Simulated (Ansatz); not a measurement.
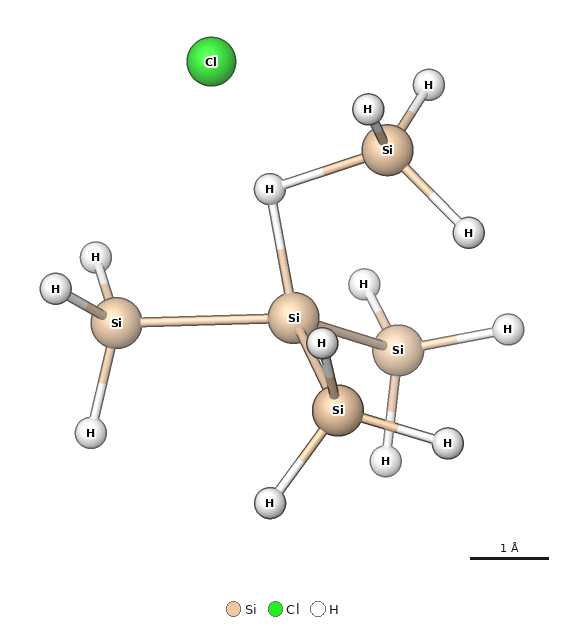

**Figure 1.** The structure as given in the input (ball-and-stick view, seen at a tilt). Bond lengths as drawn: H–Si 1.47 to 1.71 Å and Si–Si 2.34 to 2.35 Å.

## Molecular dynamics, with input and output: Si5H13Cl (part 1 of 2)

The run: molecular dynamics of Si5H13Cl. Method and program: RKS PBE0-D4/def2-SVP (Ansatz 0.2.0).

What the program printed
```
Functional definition: PBE0
  name "PBE0"
  cite "Adamo & Barone, J. Chem. Phys. 110, 6158 (1999) doi:10.1063/1.478522"
  cite "Perdew, Burke & Ernzerhof, Phys. Rev. Lett. 77, 3865 (1996) doi:10.1103/PhysRevLett.77.3865"
  parent pbe
  parameter a = 0.25
  parameter kappa = 0.804
  parameter beta = 0.06672455060314922
  exchange = (1 - a)*pbe_x(kappa = kappa, mu = beta*pi^2/3) + a*exact_x
  correlation = pbe_c(beta = beta)
1766 factors; integrals over basis functions are off by at most 5.9e-4 eV
mean field evaluation 1: about -52082.6245 eV, gradient 1.7e1 eV
mean field evaluation 2: about -52082.1713 eV, gradient 2.1e1 eV
mean field evaluation 4: about -52083.5530 eV, gradient 7.0e-1 eV
mean field evaluation 8: about -52083.5537 eV, gradient 5.2e-2 eV
mean field -52083.55373474 eV, -1914.0352962511 hartree, gradient 7.5e-5 eV, S^2 0.000000; 0 other end points of the search recorded, 0 dependent functions left out
the calculation of the forces begins
reference -52083.55377272 eV, -1914.0352976468 hartree; 50, 50 occupied and 123, 123 virtual orbitals, 1766 factors
md step     0: t =     0.00 fs  T =    94.7 K  F+E_penalty+E_count = -52084.13868594 eV  E_kin = 0.232668 eV  (24 SCF iters)
these checks for a lower state are left out or cut short: starts, cluster_reference, orbital_swaps, neighbouring_geometries, increment
1766 factors; integrals over basis functions are off by at most 5.9e-4 eV
mean field evaluation 16: about -52083.5526 eV, gradient 2.2e-3 eV
mean field -52083.55145991 eV, -1914.0352126526 hartree, gradient 3.7e-5 eV, S^2 0.000000; 0 other end points of the search recorded, 0 dependent functions left out
the calculation of the forces begins
reference -52083.55149790 eV, -1914.0352140488 hartree; 50, 50 occupied and 123, 123 virtual orbitals, 1766 factors
md step     1: t =     0.75 fs  T =    98.2 K  F+E_penalty+E_count = -52084.13639973 eV  E_kin = 0.241241 eV  (25 SCF iters, 3 dispersion substeps)
[... from here on the SCF iterations and repeated set-up lines of each step are left out, up to the last step ...]
md step     2: t =     1.50 fs  T =    90.7 K  F+E_penalty+E_count = -52084.12417679 eV  E_kin = 0.222779 eV  (24 SCF iters, 3 dispersion substeps)
md step     3: t =     2.25 fs  T =    82.9 K  F+E_penalty+E_count = -52084.10639743 eV  E_kin = 0.203528 eV  (25 SCF iters, 3 dispersion substeps)
md step     4: t =     3.00 fs  T =    74.4 K  F+E_penalty+E_count = -52084.08795746 eV  E_kin = 0.182615 eV  (25 SCF iters, 3 dispersion substeps)
md step     5: t =     3.75 fs  T =    70.3 K  F+E_penalty+E_count = -52084.07345358 eV  E_kin = 0.172716 eV  (22 SCF iters, 3 dispersion substeps)
md step     6: t =     4.50 fs  T =    72.5 K  F+E_penalty+E_count = -52084.06456509 eV  E_kin = 0.177974 eV  (24 SCF iters, 3 dispersion substeps)
md step     7: t =     5.25 fs  T =    69.0 K  F+E_penalty+E_count = -52084.06072680 eV  E_kin = 0.169507 eV  (24 SCF iters, 3 dispersion substeps)
md step     8: t =     6.00 fs  T =    68.8 K  F+E_penalty+E_count = -52084.06063112 eV  E_kin = 0.168954 eV  (26 SCF iters, 3 dispersion substeps)
md step     9: t =     6.75 fs  T =    67.2 K  F+E_penalty+E_count = -52084.06291893 eV  E_kin = 0.165127 eV  (26 SCF iters, 3 dispersion substeps)
md step    10: t =     7.50 fs  T =    68.0 K  F+E_penalty+E_count = -52084.06703830 eV  E_kin = 0.166884 eV  (25 SCF iters, 3 dispersion substeps)
md step    11: t =     8.25 fs  T =    73.4 K  F+E_penalty+E_count = -52084.07089975 eV  E_kin = 0.180350 eV  (24 SCF iters, 3 dispersion substeps)
md step    12: t =     9.00 fs  T =    72.1 K  F+E_penalty+E_count = -52084.07311735 eV  E_kin = 0.177000 eV  (25 SCF iters, 3 dispersion substeps)
md step    13: t =     9.75 fs  T =    68.6 K  F+E_penalty+E_count = -52084.07455840 eV  E_kin = 0.168506 eV  (25 SCF iters, 3 dispersion substeps)
md step    14: t =    10.50 fs  T =    71.7 K  F+E_penalty+E_count = -52084.07677016 eV  E_kin = 0.176126 eV  (25 SCF iters, 3 dispersion substeps)
md step    15: t =    11.25 fs  T =    75.8 K  F+E_penalty+E_count = -52084.08145851 eV  E_kin = 0.186227 eV  (25 SCF iters, 3 dispersion substeps)
md step    16: t =    12.00 fs  T =    81.0 K  F+E_penalty+E_count = -52084.09494927 eV  E_kin = 0.198945 eV  (24 SCF iters, 3 dispersion substeps)
md step    17: t =    12.75 fs  T =    93.4 K  F+E_penalty+E_count = -52084.12069947 eV  E_kin = 0.229311 eV  (25 SCF iters, 3 dispersion substeps)
md step    18: t =    13.50 fs  T =   110.2 K  F+E_penalty+E_count = -52084.15666986 eV  E_kin = 0.270529 eV  (25 SCF iters, 3 dispersion substeps)
md step    19: t =    14.25 fs  T =   130.1 K  F+E_penalty+E_count = -52084.20219756 eV  E_kin = 0.319542 eV  (25 SCF iters, 3 dispersion substeps)
md step    20: t =    15.00 fs  T =   153.7 K  F+E_penalty+E_count = -52084.25671211 eV  E_kin = 0.377383 eV  (24 SCF iters, 3 dispersion substeps)
md step    21: t =    15.75 fs  T =   177.9 K  F+E_penalty+E_count = -52084.31744686 eV  E_kin = 0.436877 eV  (24 SCF iters, 3 dispersion substeps)
md step    22: t =    16.50 fs  T =   205.7 K  F+E_penalty+E_count = -52084.37860392 eV  E_kin = 0.505281 eV  (24 SCF iters, 3 dispersion substeps)
md step    23: t =    17.25 fs  T =   221.5 K  F+E_penalty+E_count = -52084.42550338 eV  E_kin = 0.544079 eV  (24 SCF iters, 3 dispersion substeps)
md step    24: t =    18.00 fs  T =   226.9 K  F+E_penalty+E_count = -52084.43966677 eV  E_kin = 0.557211 eV  (24 SCF iters, 3 dispersion substeps)
md step    25: t =    18.75 fs  T =   215.0 K  F+E_penalty+E_count = -52084.41379123 eV  E_kin = 0.528039 eV  (23 SCF iters, 3 dispersion substeps)
md step    26: t =    19.50 fs  T =   203.2 K  F+E_penalty+E_count = -52084.36805803 eV  E_kin = 0.499062 eV  (23 SCF iters, 3 dispersion substeps)
md step    27: t =    20.25 fs  T =   197.4 K  F+E_penalty+E_count = -52084.35915000 eV  E_kin = 0.484894 eV  (23 SCF iters, 3 dispersion substeps)
md step    28: t =    21.00 fs  T =   224.0 K  F+E_penalty+E_count = -52084.43218387 eV  E_kin = 0.550137 eV  (23 SCF iters, 3 dispersion substeps)
md step    29: t =    21.75 fs  T =   280.7 K  F+E_penalty+E_count = -52084.56188792 eV  E_kin = 0.689488 eV  (23 SCF iters, 3 dispersion substeps)
md step    30: t =    22.50 fs  T =   333.3 K  F+E_penalty+E_count = -52084.68126991 eV  E_kin = 0.818637 eV  (24 SCF iters, 3 dispersion substeps)
md step    31: t =    23.25 fs  T =   352.5 K  F+E_penalty+E_count = -52084.74249772 eV  E_kin = 0.865744 eV  (23 SCF iters, 3 dispersion substeps)
md step    32: t =    24.00 fs  T =   361.6 K  F+E_penalty+E_count = -52084.74593815 eV  E_kin = 0.888018 eV  (23 SCF iters, 3 dispersion substeps)
md step    33: t =    24.75 fs  T =   352.8 K  F+E_penalty+E_count = -52084.71472628 eV  E_kin = 0.866490 eV  (23 SCF iters, 3 dispersion substeps)
md step    34: t =    25.50 fs  T =   338.1 K  F+E_penalty+E_count = -52084.67433949 eV  E_kin = 0.830349 eV  (24 SCF iters, 3 dispersion substeps)
md step    35: t =    26.25 fs  T =   329.9 K  F+E_penalty+E_count = -52084.64468497 eV  E_kin = 0.810251 eV  (24 SCF iters, 3 dispersion substeps)
md step    36: t =    27.00 fs  T =   322.0 K  F+E_penalty+E_count = -52084.63928491 eV  E_kin = 0.790822 eV  (25 SCF iters, 3 dispersion substeps)
md step    37: t =    27.75 fs  T =   332.7 K  F+E_penalty+E_count = -52084.66817679 eV  E_kin = 0.817134 eV  (24 SCF iters, 3 dispersion substeps)
md step    38: t =    28.50 fs  T =   348.9 K  F+E_penalty+E_count = -52084.73359217 eV  E_kin = 0.856966 eV  (24 SCF iters, 3 dispersion substeps)
md step    39: t =    29.25 fs  T =   376.0 K  F+E_penalty+E_count = -52084.82375827 eV  E_kin = 0.923416 eV  (23 SCF iters, 3 dispersion substeps)
md step    40: t =    30.00 fs  T =   412.5 K  F+E_penalty+E_count = -52084.91668455 eV  E_kin = 1.013148 eV  (23 SCF iters, 3 dispersion substeps)
md step    41: t =    30.75 fs  T =   429.1 K  F+E_penalty+E_count = -52084.97613193 eV  E_kin = 1.053905 eV  (25 SCF iters, 3 dispersion substeps)
md step    42: t =    31.50 fs  T =   426.2 K  F+E_penalty+E_count = -52084.96408859 eV  E_kin = 1.046616 eV  (23 SCF iters, 3 dispersion substeps)
md step    43: t =    32.25 fs  T =   389.5 K  F+E_penalty+E_count = -52084.87665812 eV  E_kin = 0.956695 eV  (23 SCF iters, 3 dispersion substeps)
md step    44: t =    33.00 fs  T =   351.3 K  F+E_penalty+E_count = -52084.78165056 eV  E_kin = 0.862743 eV  (23 SCF iters, 3 dispersion substeps)
md step    45: t =    33.75 fs  T =   350.2 K  F+E_penalty+E_count = -52084.78404408 eV  E_kin = 0.860046 eV  (22 SCF iters, 3 dispersion substeps)
md step    46: t =    34.50 fs  T =   397.1 K  F+E_penalty+E_count = -52084.89124262 eV  E_kin = 0.975156 eV  (23 SCF iters, 3 dispersion substeps)
md step    47: t =    35.25 fs  T =   437.7 K  F+E_penalty+E_count = -52084.99566146 eV  E_kin = 1.075085 eV  (24 SCF iters, 3 dispersion substeps)
md step    48: t =    36.00 fs  T =   451.5 K  F+E_penalty+E_count = -52085.02143108 eV  E_kin = 1.108925 eV  (24 SCF iters, 3 dispersion substeps)
md step    49: t =    36.75 fs  T =   423.9 K  F+E_penalty+E_count = -52084.97459902 eV  E_kin = 1.041074 eV  (24 SCF iters, 3 dispersion substeps)
md step    50: t =    37.50 fs  T =   384.9 K  F+E_penalty+E_count = -52084.89910474 eV  E_kin = 0.945283 eV  (24 SCF iters, 3 dispersion substeps)
md step    51: t =    38.25 fs  T =   344.0 K  F+E_penalty+E_count = -52084.83085430 eV  E_kin = 0.844909 eV  (23 SCF iters, 3 dispersion substeps)
md step    52: t =    39.00 fs  T =   327.0 K  F+E_penalty+E_count = -52084.79144820 eV  E_kin = 0.803115 eV  (24 SCF iters, 3 dispersion substeps)
md step    53: t =    39.75 fs  T =   327.4 K  F+E_penalty+E_count = -52084.79426633 eV  E_kin = 0.803997 eV  (23 SCF iters, 3 dispersion substeps)
md step    54: t =    40.50 fs  T =   345.7 K  F+E_penalty+E_count = -52084.83947118 eV  E_kin = 0.848979 eV  (23 SCF iters, 3 dispersion substeps)
md step    55: t =    41.25 fs  T =   379.5 K  F+E_penalty+E_count = -52084.91212266 eV  E_kin = 0.932137 eV  (23 SCF iters, 3 dispersion substeps)
md step    56: t =    42.00 fs  T =   404.7 K  F+E_penalty+E_count = -52084.98054716 eV  E_kin = 0.993880 eV  (22 SCF iters, 3 dispersion substeps)
md step    57: t =    42.75 fs  T =   401.0 K  F+E_penalty+E_count = -52085.00570392 eV  E_kin = 0.984811 eV  (22 SCF iters, 3 dispersion substeps)
md step    58: t =    43.50 fs  T =   378.1 K  F+E_penalty+E_count = -52084.95445218 eV  E_kin = 0.928631 eV  (22 SCF iters, 3 dispersion substeps)
md step    59: t =    44.25 fs  T =   330.7 K  F+E_penalty+E_count = -52084.84507336 eV  E_kin = 0.812171 eV  (23 SCF iters, 3 dispersion substeps)
md step    60: t =    45.00 fs  T =   292.9 K  F+E_penalty+E_count = -52084.77743778 eV  E_kin = 0.719342 eV  (23 SCF iters, 3 dispersion substeps)
md step    61: t =    45.75 fs  T =   307.2 K  F+E_penalty+E_count = -52084.83200886 eV  E_kin = 0.754565 eV  (23 SCF iters, 3 dispersion substeps)
md step    62: t =    46.50 fs  T =   343.8 K  F+E_penalty+E_count = -52084.95050142 eV  E_kin = 0.844424 eV  (23 SCF iters, 3 dispersion substeps)
md step    63: t =    47.25 fs  T =   367.0 K  F+E_penalty+E_count = -52085.02506008 eV  E_kin = 0.901388 eV  (25 SCF iters, 3 dispersion substeps)
md step    64: t =    48.00 fs  T =   360.4 K  F+E_penalty+E_count = -52085.01571215 eV  E_kin = 0.885081 eV  (24 SCF iters, 3 dispersion substeps)
md step    65: t =    48.75 fs  T =   330.6 K  F+E_penalty+E_count = -52084.95213344 eV  E_kin = 0.811961 eV  (24 SCF iters, 3 dispersion substeps)
md step    66: t =    49.50 fs  T =   302.6 K  F+E_penalty+E_count = -52084.87953970 eV  E_kin = 0.743174 eV  (24 SCF iters, 3 dispersion substeps)
md step    67: t =    50.25 fs  T =   285.5 K  F+E_penalty+E_count = -52084.83541359 eV  E_kin = 0.701115 eV  (23 SCF iters, 3 dispersion substeps)
md step    68: t =    51.00 fs  T =   286.3 K  F+E_penalty+E_count = -52084.84152689 eV  E_kin = 0.703091 eV  (23 SCF iters, 3 dispersion substeps)
md step    69: t =    51.75 fs  T =   298.9 K  F+E_penalty+E_count = -52084.90002338 eV  E_kin = 0.734097 eV  (23 SCF iters, 3 dispersion substeps)
md step    70: t =    52.50 fs  T =   337.8 K  F+E_penalty+E_count = -52084.99851410 eV  E_kin = 0.829664 eV  (23 SCF iters, 3 dispersion substeps)
md step    71: t =    53.25 fs  T =   385.6 K  F+E_penalty+E_count = -52085.11138156 eV  E_kin = 0.947004 eV  (23 SCF iters, 3 dispersion substeps)
md step    72: t =    54.00 fs  T =   415.8 K  F+E_penalty+E_count = -52085.19438714 eV  E_kin = 1.021301 eV  (23 SCF iters, 3 dispersion substeps)
md step    73: t =    54.75 fs  T =   410.0 K  F+E_penalty+E_count = -52085.20368519 eV  E_kin = 1.006949 eV  (23 SCF iters, 3 dispersion substeps)
md step    74: t =    55.50 fs  T =   374.4 K  F+E_penalty+E_count = -52085.13534206 eV  E_kin = 0.919548 eV  (23 SCF iters, 3 dispersion substeps)
md step    75: t =    56.25 fs  T =   333.0 K  F+E_penalty+E_count = -52085.06232928 eV  E_kin = 0.817875 eV  (23 SCF iters, 3 dispersion substeps)
md step    76: t =    57.00 fs  T =   337.4 K  F+E_penalty+E_count = -52085.07490098 eV  E_kin = 0.828553 eV  (22 SCF iters, 3 dispersion substeps)
md step    77: t =    57.75 fs  T =   364.7 K  F+E_penalty+E_count = -52085.17109099 eV  E_kin = 0.895793 eV  (23 SCF iters, 3 dispersion substeps)
md step    78: t =    58.50 fs  T =   411.0 K  F+E_penalty+E_count = -52085.27007320 eV  E_kin = 1.009322 eV  (23 SCF iters, 3 dispersion substeps)
md step    79: t =    59.25 fs  T =   419.8 K  F+E_penalty+E_count = -52085.30419208 eV  E_kin = 1.031032 eV  (24 SCF iters, 3 dispersion substeps)
these checks for a lower state are left out or cut short: starts, cluster_reference, orbital_swaps, neighbouring_geometries, increment
1766 factors; integrals over basis functions are off by at most 6.6e-4 eV
mean field -52084.70333948 eV, -1914.0775434460 hartree, gradient 3.7e-5 eV, S^2 0.000000; 0 other end points of the search recorded, 0 dependent functions left out
the calculation of the forces begins
reference -52084.70337844 eV, -1914.0775448776 hartree; 50, 50 occupied and 123, 123 virtual orbitals, 1766 factors
1766 factors; integrals over basis functions are off by at most 6.6e-4 eV
mean field evaluation 480: about -52084.7033 eV, gradient 3.1e-4 eV
mean field -52084.70333948 eV, -1914.0775434460 hartree, gradient 3.7e-5 eV, S^2 0.000000; 1 other end points of the search recorded, 0 dependent functions left out
the calculation of the forces begins
reference -52084.70337844 eV, -1914.0775448776 hartree; 50, 50 occupied and 123, 123 virtual orbitals, 1766 factors
md step    80: t =    60.00 fs  T =   412.5 K  F+E_penalty+E_count = -52085.27226525 eV  E_kin = 1.013079 eV  (24 SCF iters, 3 dispersion substeps)
```

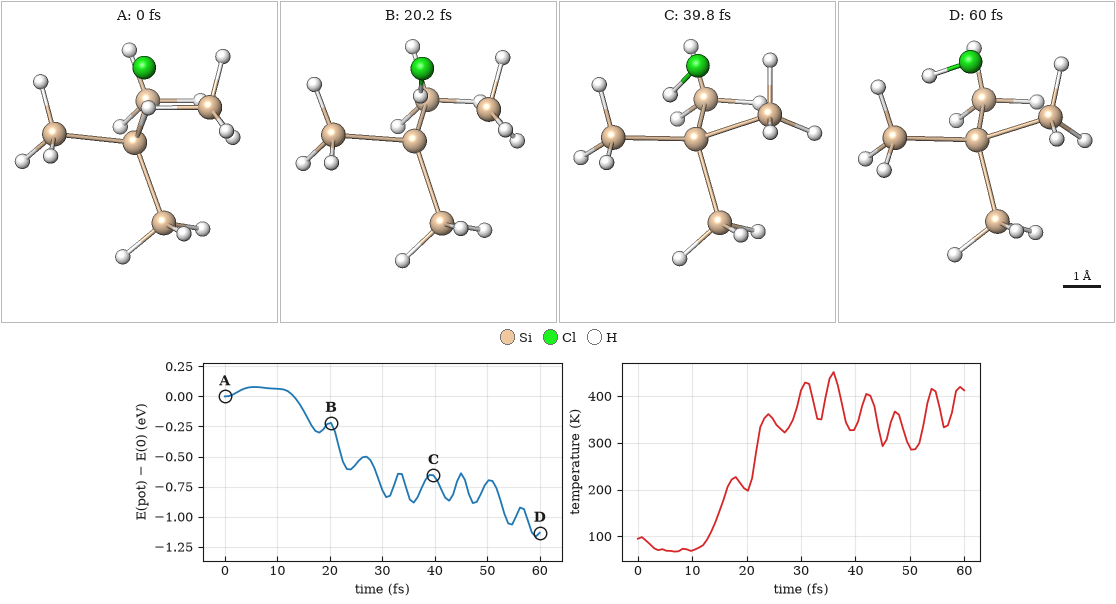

**Figure 2.** Frames of the molecular dynamics (ball-and-stick, seen on its broad side) above the curves, on which the letters mark them. The trajectory kept here has 81 frames over 60 fs. The temperature starts at 95 K, ranges from 67 to 452 K and averages 368 K over the second half. The potential energy ends 1.134 eV below its first value. After an unweighted best fit of the last frame on the first, the root-mean-square displacement is 0.55 Å, and H3 has moved furthest (2.01 Å).

```
Total energy: -52085.27230420 eV, -1914.0984525139 hartree
Atom 0 at    -0.162240     1.679725     1.216167 Å, force    -0.351384     0.302144     0.754097 eV/Å
Atom 1 at    -2.920121    -0.216264     2.119388 Å, force     0.169264    -1.089865    -0.907016 eV/Å
Atom 2 at    -2.725734    -1.197587     1.223139 Å, force    -0.346649     1.092037     0.960929 eV/Å
Atom 3 at     0.064881    -0.094020    -0.197487 Å, force    -0.448643    -0.771648    -0.726350 eV/Å
Atom 4 at    -0.180404     1.060662    -2.239713 Å, force     0.948260    -0.045296     0.269429 eV/Å
Atom 5 at     2.195654    -0.535841     0.551456 Å, force     0.542067    -0.175360    -0.566053 eV/Å
Atom 6 at    -0.955522    -2.261602    -0.310027 Å, force     0.308659     0.732810     0.095416 eV/Å
Atom 7 at     1.023620     2.506394     0.804130 Å, force    -0.051156    -0.008842     0.113551 eV/Å
Atom 8 at    -1.391243     2.503933     1.107861 Å, force    -0.130448     0.108632    -0.122456 eV/Å
Atom 9 at    -0.015496     1.231225     2.635918 Å, force     0.083638     0.101791    -0.023428 eV/Å
Atom 10 at     0.437069     2.400432    -2.013713 Å, force     0.128371     0.072325     0.034121 eV/Å
Atom 11 at    -1.595120     1.337752    -2.437159 Å, force    -0.799075    -0.062538    -0.216795 eV/Å
Atom 12 at     0.468785     0.479064    -3.451319 Å, force    -0.119886    -0.141812    -0.026364 eV/Å
Atom 13 at     3.123701     0.529324     0.071225 Å, force     0.128389    -0.010489     0.046646 eV/Å
Atom 14 at     2.146603    -0.541686     2.019704 Å, force    -0.021994     0.098203     0.519012 eV/Å
Atom 15 at     2.696050    -1.880829     0.157702 Å, force     0.100754    -0.114207    -0.161065 eV/Å
Atom 16 at    -2.440049    -2.187381    -0.466267 Å, force    -0.119776    -0.032295    -0.009524 eV/Å
Atom 17 at    -0.630212    -3.178124     0.803663 Å, force    -0.015950     0.022881     0.436914 eV/Å
Atom 18 at    -0.333497    -2.907170    -1.480355 Å, force    -0.004440    -0.078470    -0.471064 eV/Å
Dipole moment:    -0.049174    -0.242172    -0.187189 e Å
```
